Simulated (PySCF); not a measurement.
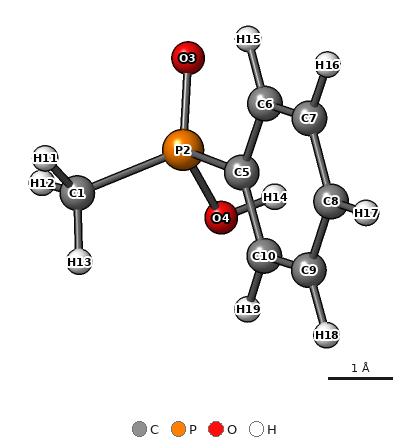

The input geometry (ball-and-stick view, seen at a tilt; atoms are numbered from 1 in the order of the input).

**Run report: C₇H₉O₂P, NMR shielding calculation**

System: C₇H₉O₂P.
Method: GIAO PBE0/pcSseg-1 NMR shielding, non-relativistic, IEF-PCM tetrahydrofuran (PySCF 2.14.0).

The geometry comes from this level: PBE0-D3(BJ)/def2-SVP. It belongs to a series of runs on one base structure; here: solvent tetrahydrofuran. Figures and captions count atoms from 1; the log counts them from 0 in places.

## Input file
```
{"job": {"kind": "nmr", "xc": "PBE0", "basis": "pcSseg-1", "solvent": "tetrahydrofuran", "pop": false}, "charge": 0, "multiplicity": 1}
C      2.585965     0.801889    -0.258511
P      1.680567    -0.565628     0.484217
O      2.072649    -0.931326     1.872976
O      1.941329    -1.712630    -0.650675
C     -0.085364    -0.185491     0.345975
C     -0.797752     0.071859     1.521690
C     -2.155357     0.380557     1.458118
C     -2.803550     0.424899     0.224173
C     -2.098012     0.155431    -0.949394
C     -0.741056    -0.151734    -0.890657
H      2.403236     1.706146     0.338074
H      3.658018     0.561040    -0.229034
H      2.273173     0.973176    -1.297645
H      1.666162    -2.576601    -0.316454
H     -0.271565     0.014945     2.478062
H     -2.712046     0.583012     2.376294
H     -3.868466     0.665636     0.175640
H     -2.610856     0.179494    -1.913905
H     -0.188364    -0.380527    -1.805995
```

The first line tells a small driver script what to run in PySCF; the rest is the geometry in Å.

Run as:
```bash
OMP_NUM_THREADS=1 python <driver script> task.json out
```

## What the program printed
```
coarse grid: 16984 points
cycle   1  E = -763.0825629949  dE =  1.783e+00  |g| = 1.049e+00  |ddm| = 4.316e+00
cycle   2  E = -762.7216026403  dE =  3.610e-01  |g| = 1.724e+00  |ddm| = 2.882e+00
cycle   3  E = -763.2740206916  dE = -5.524e-01  |g| = 2.487e-01  |ddm| = 2.181e+00
cycle   4  E = -763.2863333276  dE = -1.231e-02  |g| = 6.881e-02  |ddm| = 2.664e-01
cycle   5  E = -763.2870567233  dE = -7.234e-04  |g| = 2.484e-02  |ddm| = 6.172e-02
cycle   6  E = -763.2871915437  dE = -1.348e-04  |g| = 3.784e-03  |ddm| = 2.295e-02
cycle   7  E = -763.2871944478  dE = -2.904e-06  |g| = 1.038e-03  |ddm| = 3.930e-03
final grid: 161152 points
cycle   8  E = -763.3670298137  dE = -3.376e-05  |g| = 1.109e-02  |ddm| = 4.521e-02
cycle   9  E = -763.3670040264  dE =  2.579e-05  |g| = 1.612e-02  |ddm| = 2.554e-02
cycle  10  E = -763.3670559854  dE = -5.196e-05  |g| = 2.347e-03  |ddm| = 1.605e-02
cycle  11  E = -763.3670570674  dE = -1.082e-06  |g| = 2.832e-04  |ddm| = 2.158e-03
cycle  12  E = -763.3670570779  dE = -1.051e-08  |g| = 1.640e-04  |ddm| = 3.398e-04
cycle  13  E = -763.3670570831  dE = -5.197e-09  |g| = 2.231e-05  |ddm| = 1.441e-04
cycle  14  E = -763.3670570832  dE = -9.641e-11  |g| = 6.371e-06  |ddm| = 2.619e-05
```

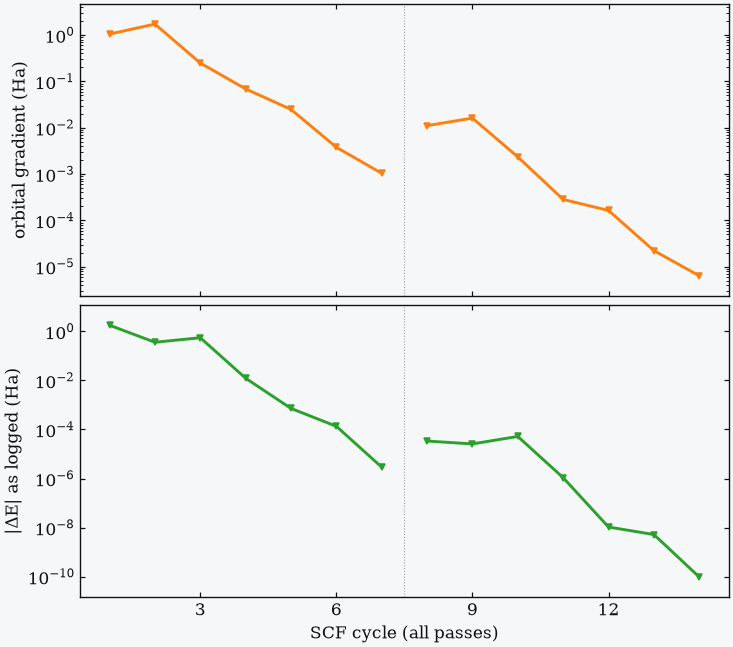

Convergence of the self-consistent field: orbital gradient and size of the energy change against the SCF cycle. The dotted line marks the change from a coarse to the final integration grid. The first 7 cycles use a coarse grid, the final grid takes over at cycle 8, and the field converges after 14 cycles in all.

```
converged SCF energy = -763.3670570832

GIAO shielding tensors (ppm)
atom      isotropic    diamagn.    paramagn.     s11        s22        s33       span
  0 C      166.540     256.863     -90.323    154.871    156.764    187.984     33.113
  1 P      280.851     965.596    -684.745    187.702    242.376    412.474    224.772
  2 O      197.663     398.508    -200.845    150.258    164.068    278.662    128.404
  3 O      219.522     393.855    -174.334    170.118    214.988    273.459    103.341
  4 C       44.817     272.259    -227.442    -43.365     14.245    163.570    206.935
  5 C       46.193     251.463    -205.270    -66.045     24.481    180.144    246.189
  6 C       50.205     254.705    -204.500    -59.677     32.528    177.763    237.441
  7 C       45.798     254.836    -209.038    -66.341     26.367    177.369    243.710
  8 C       50.011     254.846    -204.835    -60.846     33.301    177.577    238.422
  9 C       47.813     253.450    -205.637    -60.498     26.184    177.752    238.250
 10 H       29.949      30.566      -0.617     26.088     28.468     35.291      9.203
 11 H       29.498      25.875       3.622     25.975     26.384     36.133     10.158
 12 H       29.556      31.886      -2.331     24.971     28.442     35.254     10.283
 13 H       28.008      30.754      -2.746     21.908     22.787     39.330     17.421
 14 H       23.146      33.550     -10.403     18.580     21.843     29.015     10.435
 15 H       23.488      29.761      -6.274     19.800     24.148     26.515      6.716
 16 H       23.424      29.145      -5.721     20.013     24.083     26.177      6.165
 17 H       23.483      30.657      -7.174     19.845     24.044     26.562      6.717
 18 H       23.322      33.940     -10.618     19.122     21.822     29.021      9.899
```

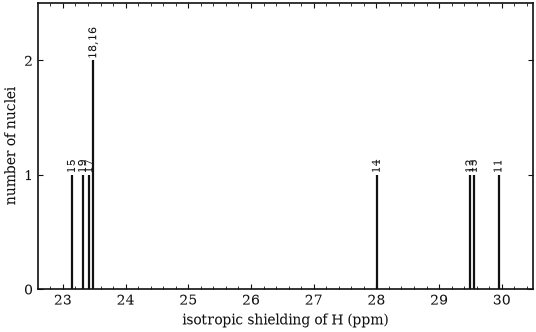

Isotropic shieldings of the hydrogen nuclei in this fixed geometry, labelled by atom number; shielding grows to the right, so chemical shift grows to the left. The least shielded is H15 (23.1 ppm), the most shielded H11 (29.9 ppm).

## Key numbers

- outcome: converged
- total energy: −763.367057 hartree
- HOMO: −7.63 eV
- LUMO: −0.96 eV
- dipole moment: 4.34 D
- isotropic shielding, C: 44.8 to 166.5 ppm
- isotropic shielding, P: 280.9 ppm
- isotropic shielding, O: 197.7 to 219.5 ppm
- isotropic shielding, H: 23.1 to 29.9 ppm
- hardware: 1 CPU thread, shared host
- wall time: 75 s
- peak memory: 1.3 GiB
